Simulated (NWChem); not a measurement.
# One shape, several levels: C4H9Cl (1-chlorobutane)

Wanted: a comparison of 6 runs (HF/6-31G*, SVWN5/6-31G*, PBE/6-31G*, MP2/6-31G*, CCSD/6-31G*, CCSD(T)/6-31G*) of C4H9Cl (1-chlorobutane). 

Program for the calculation: NWChem 7.3.0.

### Step 1. The structure to begin with

C4H9Cl: 14 atoms, total charge 0, spin state singlet. As SMILES, `CCCCCl`. The C1–H6 distance was set to 1.422 Å, away from the relaxed value.

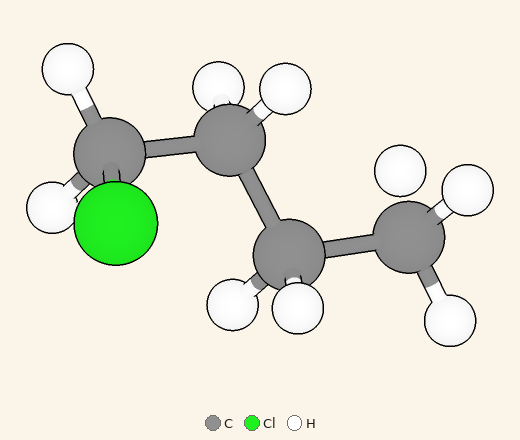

Viewed from a chosen angle; carbon grey, chlorine green, hydrogen white.

### Step 2. The energy at HF/6-31G(d) (spherical functions) (run 1)

Contents of c4h9cl.nw:

```
start c4h9cl
memory 2200 mb

geometry noautosym nocenter noautoz
C    -1.399775    1.028971    0.832294
C    -0.494475    0.677971   -0.335006
C     0.677825   -0.194029    0.080294
C     1.598425   -0.582029   -1.052606
Cl    2.447825    0.830971   -1.749806
H    -1.939800   -0.138700    1.438100
H    -0.851675    1.576771    1.603794
H    -2.236175    1.654571    0.513694
H    -0.113675    1.592571   -0.798506
H    -1.071075    0.158271   -1.109306
H     1.260125    0.306071    0.861294
H     0.302225   -1.126529    0.521394
H     1.050225   -1.044129   -1.874606
H     2.377125   -1.266829   -0.719706
end

basis spherical bse
* library 6-31G*
end

scf
nopen 0
rhf
thresh 1e-08
maxiter 80
end

task scf
```

Run with:

```sh
nwchem c4h9cl.nw > c4h9cl.out
```

Standard output:

```text
[...]
  functions       =    92
[...]
  wavefunction    = RHF
[...]
         Total SCF energy =   -616.155736063729
      One-electron energy =  -1290.997822612749
      Two-electron energy =    450.526086305968
 Nuclear repulsion energy =    224.316000243052
        Time for solution =     14.7s
[...]
```

Run time: 16 s. Hardware: 1 thread of Intel Xeon 6975P-C (Granite Rapids), shared host; peak memory 0.1 GiB.

### Step 3. A single-point energy at SVWN5/6-31G(d) (spherical functions) (run 2)

Contents of mymol.nw:

```
echo
START mymol
memory total 2200 mb

GEOMETRY noautosym nocenter noautoz
   C     -1.399775     1.028971     0.832294
   C     -0.494475     0.677971    -0.335006
   C      0.677825    -0.194029     0.080294
   C      1.598425    -0.582029    -1.052606
   Cl     2.447825     0.830971    -1.749806
   H     -1.939800    -0.138700     1.438100
   H     -0.851675     1.576771     1.603794
   H     -2.236175     1.654571     0.513694
   H     -0.113675     1.592571    -0.798506
   H     -1.071075     0.158271    -1.109306
   H      1.260125     0.306071     0.861294
   H      0.302225    -1.126529     0.521394
   H      1.050225    -1.044129    -1.874606
   H      2.377125    -1.266829    -0.719706
END

BASIS spherical bse
   C library 6-31G*
   Cl library 6-31G*
   H library 6-31G*
END

DFT
   xc slater vwn_5
   grid fine
   convergence energy 1e-08
   iterations 100
   mulliken
   print low
END

TASK dft
```

Run with:

```sh
nwchem mymol.nw > mymol.out
```

Standard output:

```text
[...]
 d= 0,ls=0.0,diis     1   -614.9316219230 -8.39D+02  1.17D-02  7.49D-01     2.0
[...]
 d= 0,ls=0.0,diis    10   -614.9915064075 -3.60D-09  3.74D-07  2.49D-09    13.6
         Total DFT energy =     -614.991506407462
      One electron energy =    -1291.669176359949
           Coulomb energy =      502.579810825258
    Exchange-Corr. energy =      -50.218141115823
 Nuclear repulsion energy =      224.316000243052
[...]
      Total Density - Mulliken Population Analysis
     ---------------------------------------------
    Atom       Charge   Shell Charges
 -----------   ------   -------------------------------------------------------
    1 C    6     6.47   2.00  0.65  2.04  0.69  1.06  0.03
    2 C    6     6.30   2.00  0.66  2.13  0.57  0.91  0.04
    3 C    6     6.30   2.00  0.66  2.13  0.58  0.91  0.04
    4 C    6     6.45   2.00  0.67  2.07  0.67  1.00  0.04
    5 Cl  17    17.07   2.00  2.00  5.97  1.41  3.59  0.53  1.55  0.03
    6 H    1     0.92   0.41  0.51
    7 H    1     0.82   0.50  0.32
    8 H    1     0.82   0.50  0.32
    9 H    1     0.81   0.50  0.32
   10 H    1     0.83   0.50  0.33
[...]
```

It took 14 s on 1 thread of Intel Xeon 6975P-C (Granite Rapids), shared host; peak memory 0.13 GiB.

Runs 3 to 4 aren't shown in full; the table further down has their settings and results.

### Step 4. The energy at CCSD/6-31G(d) (spherical functions) (run 5)

Contents of struct.nw:

```
start struct
memory total 2200 mb
charge 0

geometry units angstroms noautosym nocenter noautoz
  C    -1.399775    1.028971    0.832294
  C    -0.494475    0.677971   -0.335006
  C     0.677825   -0.194029    0.080294
  C     1.598425   -0.582029   -1.052606
  Cl    2.447825    0.830971   -1.749806
  H    -1.939800   -0.138700    1.438100
  H    -0.851675    1.576771    1.603794
  H    -2.236175    1.654571    0.513694
  H    -0.113675    1.592571   -0.798506
  H    -1.071075    0.158271   -1.109306
  H     1.260125    0.306071    0.861294
  H     0.302225   -1.126529    0.521394
  H     1.050225   -1.044129   -1.874606
  H     2.377125   -1.266829   -0.719706
end

basis spherical bse
  * library 6-31G*
end

scf
  singlet
  rhf
  thresh 1e-08
  maxiter 80
end

ccsd
  freeze core 9
  maxiter 60
end

task ccsd
```

Run with:

```sh
nwchem struct.nw > struct.out
```

Standard output:

```text
[...]
  functions       =    92
[...]
  wavefunction    = RHF
[...]
         Total SCF energy =   -616.155736063729
      One-electron energy =  -1290.997822612749
      Two-electron energy =    450.526086305968
 Nuclear repulsion energy =    224.316000243052
        Time for solution =     14.7s
[...]
 Total MP2 energy:           -616.808721506158690
[...]
             energy      energy      error      ampl     ampl      Block
                                                time     time      time
[...]
 Total CCSD energy:           -616.874812647049907
[...]
```

It took 1.9 min on 1 thread of Intel Xeon 6975P-C (Granite Rapids), shared host; peak memory 0.3 GiB.

### Step 5. The energy at CCSD(T)/6-31G(d) (spherical functions) (run 6)

Contents of work.nw:

```
START work
memory total 2200 mb

GEOMETRY noautosym nocenter noautoz
 C     -1.399775     1.028971     0.832294
 C     -0.494475     0.677971    -0.335006
 C      0.677825    -0.194029     0.080294
 C      1.598425    -0.582029    -1.052606
 Cl     2.447825     0.830971    -1.749806
 H     -1.939800    -0.138700     1.438100
 H     -0.851675     1.576771     1.603794
 H     -2.236175     1.654571     0.513694
 H     -0.113675     1.592571    -0.798506
 H     -1.071075     0.158271    -1.109306
 H      1.260125     0.306071     0.861294
 H      0.302225    -1.126529     0.521394
 H      1.050225    -1.044129    -1.874606
 H      2.377125    -1.266829    -0.719706
END

BASIS spherical bse
 C library 6-31G*
 Cl library 6-31G*
 H library 6-31G*
END

SCF
 singlet
 rhf
 thresh 1e-08
 maxiter 80
 print medium
END

CCSD
 freeze core 9
 maxiter 60
END

TASK ccsd(t)
```

Run with:

```sh
nwchem work.nw > work.out
```

Standard output:

```text
[...]
  functions       =    92
[...]
  wavefunction    = RHF
[...]
         Total SCF energy =   -616.155736063729
      One-electron energy =  -1290.997822612749
      Two-electron energy =    450.526086305968
 Nuclear repulsion energy =    224.316000243052
        Time for solution =     14.6s
[...]
 Total MP2 energy:           -616.808721506158690
[...]
             energy      energy      error      ampl     ampl      Block
                                                time     time      time
[...]
 Total CCSD energy:           -616.874812647049907
[...]
 Total CCSD+T(CCSD) energy:           -616.896097394229059
[...]
 Total CCSD(T) energy:                -616.895242125650498
[...]
```

It took 2.5 min on 1 thread of Intel Xeon 6975P-C (Granite Rapids), shared host; peak memory 0.3 GiB.

### Step 6. Overview of the runs

```csv
run,level,iteration cap,module,energy (Eh),HOMO energy (eV),LUMO energy (eV),HOMO–LUMO gap (eV),wall time
1,HF/6-31G* (spherical functions),80,scf,-616.155736,-11.54,5.49,17.02,16 s
2,SVWN5/6-31G* (spherical functions),100,dft,-614.991506,–,–,–,14 s
3,PBE/6-31G* (spherical functions),100,dft,-617.572441,-6.70,0.17,6.87,23 s
4,MP2/6-31G* (spherical functions),80,mp2,-616.808722,-11.54,5.49,17.02,19 s
5,CCSD/6-31G* (spherical functions),80,ccsd,-616.874813,-11.54,5.49,17.02,1.9 min
6,CCSD(T)/6-31G* (spherical functions),80,ccsd(t),-616.895242,-11.54,5.49,17.02,2.5 min
```

### Step 7. What came out

```
                                          quantity          value
                               run 6: total energy  -616.89524 Eh
        run 6: HOMO energy (Hartree–Fock orbitals)      -11.54 eV
        run 6: LUMO energy (Hartree–Fock orbitals)        5.49 eV
      run 6: HOMO–LUMO gap (Hartree–Fock orbitals)       17.02 eV
run 6: correlation energy (9 core orbitals frozen)     -739.5 mEh
                             run 6: (T) correction     -20.43 mEh
```

Below the HF energy at the same shape and in the same basis (6-31G*): MP2 -653.0 mEh; CCSD -719.1 mEh; CCSD(T) -739.5 mEh. Totals of different functionals can't be ranked against each other. All runs together took 5.6 min, the longest 2.5 min.
